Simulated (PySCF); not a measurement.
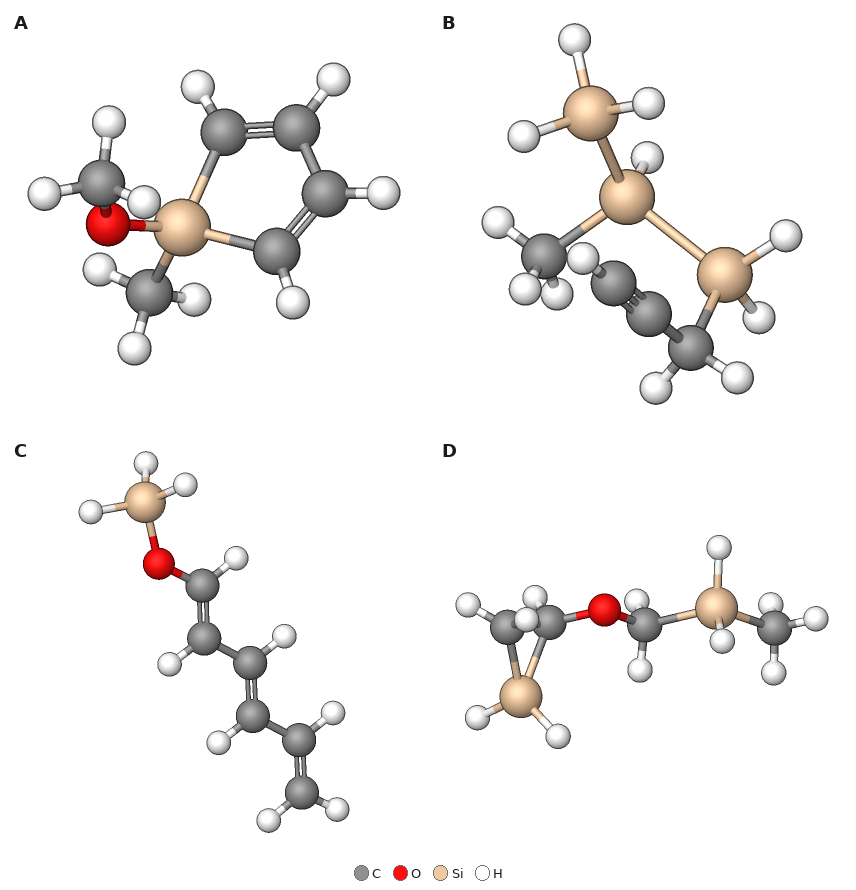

Figure made from data computed with PySCF.

Match each picture to its SMILES.
(1) C[SiH2]CO[C@@H]1C[SiH2]1
(2) C#CC[SiH2][Si@@H](C)[SiH3]
(3) C=C/C=C/C=C/O[SiH3]
(4) CO[Si]1(C)C=CC=C1

Answer. A is (4), B is (2), C is (3), D is (1).
